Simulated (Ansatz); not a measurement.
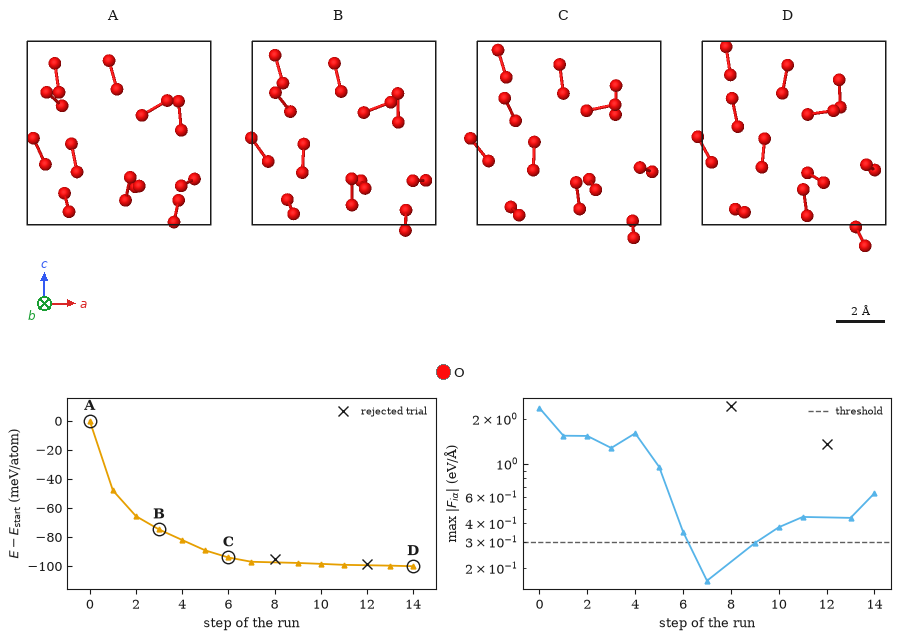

Frames of a relaxation of an amorphous cell of composition O, marked on the history of the run. Style: ball-and-stick. Shown: the cell of the calculation, along the b axis.

The cell holds 12 O2. The run prepares the start of a later molecular dynamics calculation, from a guessed geometry.

Theory: Ansatz, DFT PBE-D3(BJ), scalar-relativistic, plane waves, PAW.

Input file:
```yaml
accuracy: low
crystal:
  lattice:
    - [7.6699, 0.0, 0.0]
    - [0.0, 7.6699, 0.0]
    - [0.0, 0.0, 7.6699]
  atoms:
    - { symbol: O, position: [0.910936, 0.3893869, 0.2500855], spin: 1.0 }
    - { symbol: O, position: [0.8388116, 0.2487083, 0.2127119], spin: 1.0 }
    - { symbol: O, position: [0.445215, 0.6971849, 0.8952579], spin: 1.0 }
    - { symbol: O, position: [0.4882251, 0.6845265, 0.7391198], spin: 1.0 }
    - { symbol: O, position: [0.762527, 0.0473687, 0.6774579], spin: 1.0 }
    - { symbol: O, position: [0.624665, 0.0181069, 0.596668], spin: 1.0 }
    - { symbol: O, position: [0.6092678, 0.4979777, 0.2116127], spin: 1.0 }
    - { symbol: O, position: [0.5881971, 0.6589992, 0.2074564], spin: 1.0 }
    - { symbol: O, position: [0.1499111, 0.4881819, 0.8801714], spin: 1.0 }
    - { symbol: O, position: [0.1725415, 0.4577126, 0.7222199], spin: 1.0 }
    - { symbol: O, position: [0.0330852, 0.8035042, 0.4723885], spin: 1.0 }
    - { symbol: O, position: [0.0985217, 0.8450644, 0.32963], spin: 1.0 }
    - { symbol: O, position: [0.8239002, 0.48426, 0.6738596], spin: 1.0 }
    - { symbol: O, position: [0.8395216, 0.5165811, 0.5154283], spin: 1.0 }
    - { symbol: O, position: [0.2025546, 0.1312348, 0.1722135], spin: 1.0 }
    - { symbol: O, position: [0.2269203, 0.005874, 0.0718135], spin: 1.0 }
    - { symbol: O, position: [0.2401578, 0.574762, 0.441853], spin: 1.0 }
    - { symbol: O, position: [0.2706449, 0.5318669, 0.2881659], spin: 1.0 }
    - { symbol: O, position: [0.560825, 0.0966916, 0.2591423], spin: 1.0 }
    - { symbol: O, position: [0.5349951, 0.1967568, 0.1338069], spin: 1.0 }
    - { symbol: O, position: [0.8243162, 0.908606, 0.1338849], spin: 1.0 }
    - { symbol: O, position: [0.7990508, 0.8003739, 0.0154085], spin: 1.0 }
    - { symbol: O, position: [0.1055532, 0.0243585, 0.7222745], spin: 1.0 }
    - { symbol: O, position: [0.1892657, 0.1426232, 0.6488247], spin: 1.0 }
magnetization:
  spin_polarized: true
basis:
  ecutwfc: 420.0
kpoints:
  mp_grid: { grid: [1, 1, 1] }
hamiltonian:
  xc: pbe
  dispersion: d3bj
scf:
  occupations: { method: fermi_dirac, width: 0.02 }
  lower_state_search: "off"
relax:
  f_tol: 0.3
  max_steps: 15
  adjacent_minimum: "off"
```

Launched with:
```bash
ansatz run input.yaml --threads 1 --pin off --max-ram 3072MiB --backend cpu --events-out ev --progress --plain --runs-dir out
```

Q: Describe the path.

A: The relaxation stopped without meeting its thresholds, so the last structure isn't shown to be converged. It used up its limit of 15 steps. The largest moves, 1.20 Å, are those of O14 and O22. O22 goes along [2 0 −3]. The cell stays as it was. Some distances before and after: O11–O12 1.246 → 1.219 Å, O23–O24 1.246 → 1.226 Å. The energy falls by 100.0 meV per atom in 12 accepted moves (14 points after the start). The largest force component goes from 2.4 to 0.64 eV/Å. The line search rejected the trial steps at points 8, 12 of the run. The forces were under the threshold at step 7, but the run went on from there. From step 0 to 3: O14 moves most (0.50 Å), energy −74.7 meV per atom. From step 3 to 6: O2 moves most (0.58 Å), energy −19.3 meV per atom. From step 6 to 14: O7 moves most (0.66 Å), energy −6.0 meV per atom.

```csv
step,"E − E(0), meV/atom","largest force component, eV/Å",note
0,0.00,2.3677,
1,-47.80,1.5447,
2,-65.53,1.5391,
3,-74.70,1.2781,
4,-81.93,1.6039,
5,-89.08,0.9551,
6,-93.97,0.3501,
7,-96.93,0.1644,
8,-95.33,2.4268,rejected
9,-97.73,0.2944,
10,-98.36,0.3756,
11,-99.04,0.4405,
12,-98.80,1.3626,rejected
13,-99.59,0.4341,
14,-100.00,0.6358,
```

Limits of the set-up: the program's low-accuracy preset was used; the periodic images lie only 7.7 Å apart, so the values are limited by the cell's size.
